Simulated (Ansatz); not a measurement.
Input

```
crystal:
  periodic: [false, false, false]
  atoms:
    - { symbol: B, position_ang: [0.033918, 0.625711, -0.33207] }
    - { symbol: F, position_ang: [0.054229, -0.481002, 1.944775] }
    - { symbol: "N", position_ang: [1.261892, 0.107714, -0.74571] }
    - { symbol: H, position_ang: [1.309565, -0.80562, -1.176206] }
    - { symbol: H, position_ang: [2.151121, 0.472832, -0.42269] }
    - { symbol: Cl, position_ang: [-1.470258, -0.168707, -0.870695] }
    - { symbol: "N", position_ang: [-0.122117, 1.898657, 0.437587] }
    - { symbol: H, position_ang: [-1.051258, 2.304547, 0.362788] }
    - { symbol: Si, position_ang: [1.150938, 2.805993, 1.21146] }
    - { symbol: H, position_ang: [2.319764, 1.88616, 1.349022] }
    - { symbol: H, position_ang: [1.597613, 3.997344, 0.425166] }
    - { symbol: H, position_ang: [0.69223, 3.277406, 2.55446] }
    - { symbol: H, position_ang: [-0.471738, 0.278665, 1.964211] }
basis:
  gaussian: { orbitals: def2-SVP }
hamiltonian:
  xc: pbe0
  dispersion: d4
relax:
  f_tol: 0.03
  max_steps: 50
output:
  orbitals: {}
```

Launched as:

```sh
ansatz run input.yaml --threads 4 --pin off --max-ram 5120MiB --backend cpu --events-out ev --progress --plain --runs-dir out
```

The fields are those of the run's last geometry, not of the input's.

All numbers below come from Ansatz, RKS PBE0-D4/def2-SVP.

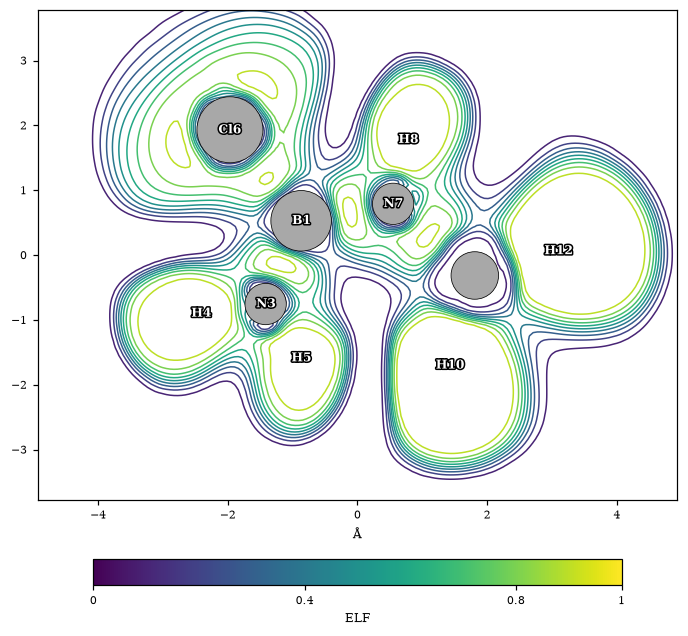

BClH₆N₂Si···HF. Electron localisation function on the plane of atoms B1, N3 and H4. Grey discs cover the atomic cores.

Describe what can be read from this map.

Atoms in the plane: B, N, H and Cl. B–N (1.40 Å): the ELF peaks at about 0.95 between the atoms: a polar covalent bond. B–Cl (1.79 Å): the ELF peaks at about 0.90 between the atoms, as expected for a polar covalent bond. B–N (1.44 Å): the ELF peaks at about 0.95 between the atoms; a shared but strongly polarised pair. N–H (1.01 Å): the ELF climbs to about 1 towards the hydrogen, as it does in any bond to H: an ordinary covalent bond to hydrogen. The ELF also peaks beside Cl6, away from the bonds: lone-pair regions.
